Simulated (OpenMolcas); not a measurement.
# Hf²⁺ among point charges: CASSCF levels and susceptibility

How does a field of 6 point charges split the states of Hf²⁺, and what χT follows?

The numbers are computed with OpenMolcas 26.06 (state-averaged CASSCF, spin-orbit coupling by RASSI with atomic mean-field integrals), except any that are marked as measured or tabulated.

1 further run of the same task is left out (it didn't finish).

### Step 1. The atom as given

```
Species                           : Hf²⁺ (hafnium, Z = 72, 70 electrons)
Basis                             : ANO-RCC-VDZP [7s6p4d2f1g], 68 functions
Scalar Hamiltonian                : DKH2, point nucleus
Inactive shells                   : 1s 2s 2p 3s 3p 3d 4s 4p 4d 4f 5s 5p
Active space                      : 2 electrons in 5 orbitals (5d)
Some configurations of this space : 5d²
Orbitals                          : optimised for each spin and parity, averaged over all roots
```

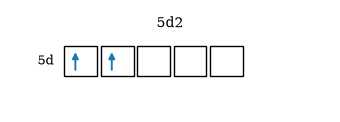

The shells outside the core, filled by Hund's rule for the drawing.

The ion sits among 6 point charges of -1.5 e arranged as an octahedron (Oh), 2.02 Å from the ion. The active orbitals were held to one l.

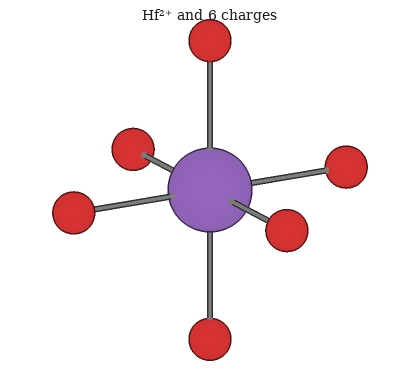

The ion and the point charges (red).

Each step is its own input file, run in one work folder so that later steps find the files of earlier ones. Labels, J, g values, rates, χT and fits are worked out afterwards by a script from the matrices that RASSI stores. The input lists half of the charges; inversion (Group=XYZ) makes the rest.

### Step 2. Basis and integrals

a.inp

```
&GATEWAY
Coord
1

Hf 0.0 0.0 0.0
Basis=ANO-RCC-VDZP
Group=XYZ
NoMove
AngMom=0.0 0.0 0.0
AMFI
XField
3 Angstrom 0
2.020000 0.000000 0.000000 -1.500000
0.000000 2.020000 0.000000 -1.500000
0.000000 0.000000 2.020000 -1.500000
&SEWARD
```

Launch:

```
> OMP_NUM_THREADS=1 MOLCAS_MEM=1689 MOLCAS_PROJECT=a pymolcas a.inp > a.log
```

Log:

```text
Basis set label: HF.ANO-RCC...7S6P4D2F1G.

      Electronic valence basis set:
      ------------------
      Associated Effective Charge  72.000000 au
      Associated Actual Charge     72.000000 au
      Nuclear Model: Point charge

      Shell  nPrim  nBasis  Cartesian Spherical Contaminant
         s      24       7        X
         p      21       6        X
         d      15       4                 X
         f      11       2                 X
         g       4       1                 X
                  Relativistic Douglas-Kroll-Hess integrals:
                    - DKH order of Hamiltonian: 2
                    - DKH order of Properties : 0
                  Atomic mean-field integrals
```

### Step 3. Reference wave functions, triplets of even parity, 10 roots

a.inp

```
&RASSCF
FileOrb=start.orb
Symmetry=1
Spin=3
nActEl=2 0 0
Inactive=15 19
Ras2=5 0
CIRoot=10 10 1
SDav=10
CIMx=300
Iter=120 100
PrWF=0.3
OrbListing=Nothing
MaxOrb=0
SupSym
1
20 4 5 6 7 8 10 11 12 13 14 16 17 18 19 20 23 24 25 26 27
0
>>> COPY $Project.JobIph JOB001
```

start.orb holds the contracted functions of the basis, ordered by shell, or the orbitals of the step before.

Log, cut to the lines that bear on the results:

```text
[...]
      Number of active orbitals                  5
[...]
      Spin quantum number                      1.0
[...]
      Active orbitals                            5   0
[...]
      Number of CSFs                            10
      Number of root(s) required                10
[...]
      Convergence after  8 iterations
[...]
      Natural orbitals and occupation numbers for root  1
      sym 1:   0.992487   0.007513   0.007513   0.992487  -0.000000
      Natural orbitals and occupation numbers for root  2
      sym 1:   0.997764   0.997764   0.002236   0.002236  -0.000000
      Natural orbitals and occupation numbers for root  3
      sym 1:   0.002290   0.997710   0.000000   0.997710   0.002290
::    RASSCF root number  1 Total energy: -15068.20352770
::    RASSCF root number  2 Total energy: -15068.20352770
::    RASSCF root number  3 Total energy: -15068.20352770
[...]
::    RASSCF root number  7 Total energy: -15068.04515029
::    RASSCF root number  8 Total energy: -15068.04515029
::    RASSCF root number  9 Total energy: -15068.04515029
::    RASSCF root number 10 Total energy: -15067.93446199
```

### Step 4. Reference wave functions, singlets of even parity, 15 roots

a.inp

```
&RASSCF
FileOrb=start.orb
Symmetry=1
Spin=1
nActEl=2 0 0
Inactive=15 19
Ras2=5 0
CIRoot=15 15 1
SDav=15
CIMx=300
Iter=120 100
PrWF=0.3
OrbListing=Nothing
MaxOrb=0
SupSym
1
20 4 5 6 7 8 10 11 12 13 14 16 17 18 19 20 23 24 25 26 27
0
>>> COPY $Project.JobIph JOB002
```

Launch:

```
> OMP_NUM_THREADS=1 MOLCAS_MEM=1689 MOLCAS_PROJECT=a pymolcas a.inp > a.log
```

Log, cut to the lines that bear on the results:

```text
[...]
      Number of active orbitals                  5
[...]
      Spin quantum number                      0.0
[...]
      Active orbitals                            5   0
[...]
      Number of CSFs                            15
      Number of root(s) required                15
[...]
      Convergence after  8 iterations
[...]
      Natural orbitals and occupation numbers for root  1
      sym 1:   1.001879   0.003735   0.000000   0.991274   0.003112
      Natural orbitals and occupation numbers for root  2
      sym 1:   0.923558   1.065655   0.000806   0.009981   0.000000
      Natural orbitals and occupation numbers for root  3
      sym 1:   0.014200   1.087448   0.000555   0.897796   0.000000
::    RASSCF root number  1 Total energy: -15068.17177552
::    RASSCF root number  2 Total energy: -15068.17177552
::    RASSCF root number  3 Total energy: -15068.17177552
[...]
::    RASSCF root number 12 Total energy: -15068.02805238
::    RASSCF root number 13 Total energy: -15067.89319679
::    RASSCF root number 14 Total energy: -15067.89319679
::    RASSCF root number 15 Total energy: -15067.84809954
```

### Step 5. State interaction with spin-orbit coupling

a.inp

```
&RASSI
NrOfJobIphs=2 10 15
1 2 3 4 5 6 7 8 9 10
1 2 3 4 5 6 7 8 9 10 11 12 13 14 15
IphNames
JOB001
JOB002
EJob
SpinOrbit
DIPRint=1.0
SOCoupling=1000.0
Subsets=2
Property=9
'ANGMOM' 1 'ANGMOM' 2 'ANGMOM' 3 'MLTPL  1' 1 'MLTPL  1' 2 'MLTPL  1' 3
'AMFI' 1 'AMFI' 2 'AMFI' 3
SOProperty=3
'ANGMOM' 1 'ANGMOM' 2 'ANGMOM' 3
```

Launch:

```
> OMP_NUM_THREADS=1 MOLCAS_MEM=1689 MOLCAS_PROJECT=a pymolcas a.inp > a.log
```

Log, cut to the lines that bear on the results:

```text
SPIN-FREE ENERGIES:
  (Shifted by EMIN (a.u.) =     -15068.2035276974)
 SF State       Relative EMIN(au)   Rel lowest level(eV)    D:o, cm**(-1)      L_eff
     1             0.0000000000        0.0000000000              0.0000         2.8
     2             0.0000000000        0.0000000000              0.0000         2.8
     3             0.0000000000        0.0000000000              0.0000         2.8
    11             0.0317521767        0.8640207445           6968.7973         3.1
    12             0.0317521767        0.8640207445           6968.7973         3.1
    13             0.0317521767        0.8640207445           6968.7973         3.1
    14             0.0319821577        0.8702788466           7019.2723         3.2
    15             0.0319821577        0.8702788466           7019.2723         3.2
    16             0.0743441266        2.0230067441          16316.6498         2.7
     4             0.1285179865        3.4971525692          28206.4377         3.0
[...]
Eigenvalues of complex Hamiltonian:
   -----------------------------------
  (Shifted by EMIN (a.u.) =     -15068.2035276974)
 SO State       Relative EMIN(au)   Rel lowest level(eV)    D:o, cm**(-1)     J-value
     1            -0.0037457092        0.0000000000              0.0000         1.9
     2            -0.0037457092        0.0000000000              0.0000         2.2
     3            -0.0034631681        0.0076883360             62.0106         2.0
     4            -0.0034631681        0.0076883360             62.0106         2.1
     5            -0.0034631681        0.0076883360             62.0106         2.1
     6             0.0022739545        0.1638033940           1321.1635         2.9
     7             0.0022739545        0.1638033940           1321.1635         2.5
     8             0.0022739545        0.1638033940           1321.1635         2.5
     9             0.0046381520        0.2281364866           1840.0449         2.8
    10             0.0313618498        0.9553253496           7705.2186         2.5
    11             0.0313618498        0.9553253495           7705.2186         2.5
[...]
```

These steps took 3.3 s in all on 1 thread of Intel Xeon 6975P-C (Granite Rapids), shared host.

Spin-free states, with their symmetry labels:

```csv
state,degeneracy,E (cm-1),free-ion L (%)
3T1,3,0,F (86)
1T2,3,6969,G (52)
1E,2,7019,G (55)
1A1,1,16317,G (52)
3T2,3,28206,F (100)
3T1,3,34760,P (86)
1T2,3,36499,D (52)
1T1,3,38512,G (100)
3A2,1,59053,F (100)
1E,2,68110,D (55)
1A1,1,78007,S (52)
```

With spin-orbit coupling:

```csv
E (cm-1),Degeneracy,Label,2S+1
0.0,2,E,3
62.0,3,T2,3
1321,3,T1,3
1840,1,A1,3
7705,3,T2,1
7820,2,E,1
17091,1,A1,1
28559,1,A2,3
28825,3,T2,3
29259,3,T1,3
29297,2,E,3
34948,1,A1,3
35245,3,T1,3
35702,3,T2,3
36028,2,E,3
37600,3,T2,1
39411,3,T1,1
60056,3,T2,3
69060,2,E,1
78963,1,A1,1
```

Powder χT (cm³ K/mol): 0.00 at 2 K, 0.01 at 5 K, 0.02 at 10 K, 0.05 at 20 K, 0.10 at 50 K, 0.15 at 100 K, 0.19 at 150 K, 0.22 at 200 K, 0.26 at 250 K, 0.29 at 300 K.

A ligand-field fit to the states below 45000 cm-1 gives 10Dq = 29736 cm-1, B = 516 cm-1 and C = 1914 cm-1 (C/B = 3.71), with a deviation of 110 cm-1.

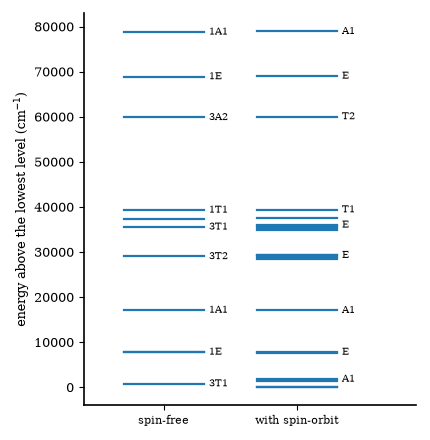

The states in the field without (left) and with (right) spin-orbit coupling.

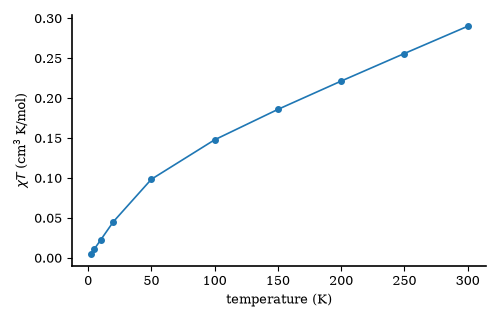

χT against temperature.

Orbitals of the lowest block (energies include the constant potential of the surroundings):

```csv
shell,space,energy (hartree),mean occupation,⟨r²⟩ (bohr²)
1s,inactive,-2407.8973,2.000,0.000463
2s,inactive,-415.6428,2.000,0.00755
2p,inactive,-365.9958,6.000,0.00621
3s,inactive,-95.5658,2.000,0.0495
3p,inactive,-80.3588,6.000,0.0500
3d,inactive,-61.6918,10.000,0.0419
4s,inactive,-18.9934,2.000,0.248
4p,inactive,-13.8850,6.000,0.281
4d,inactive,-7.0307,10.000,0.334
4f,inactive,0.5793,14.000,0.554
5s,inactive,-1.2101,2.000,1.50
5p,inactive,0.1285,6.000,2.04
5d,RAS2,,2.000,7.49
```

### Step 6. What came out

| quantity | value |
| --- | --- |
| method | CASSCF |
| spin-free ground state | 3T1, 3-fold in its orbital part |
| first state of the same spin within the active space | 3T2 at 28200 cm⁻¹ |
| lowest level | 2-fold E, g = 0.00, 0.00, 0.00 |
| next level | 62.0 cm⁻¹ |
| χT at 300 K | 0.29 cm³ K/mol |
| effective moment at 300 K | 1.52 μB |

What this shows: The spin-free ground state (3T1) comes to 86 % from free-ion F terms and keeps the highest spin of the shell. χT at 300 K is 0.29, against 1.00 cm³ K/mol for the spin alone, so spin-orbit coupling lowers it. A ligand-field fit to the states below 45000 cm-1 gives 10Dq = 29736 cm-1, B = 516 cm-1 and C = 1914 cm-1 (C/B = 3.71), with a deviation of 110 cm-1. The field of point charges can differ much from that of real complexes. Point charges carry no covalency, so the field is a model and not that of real ligands.
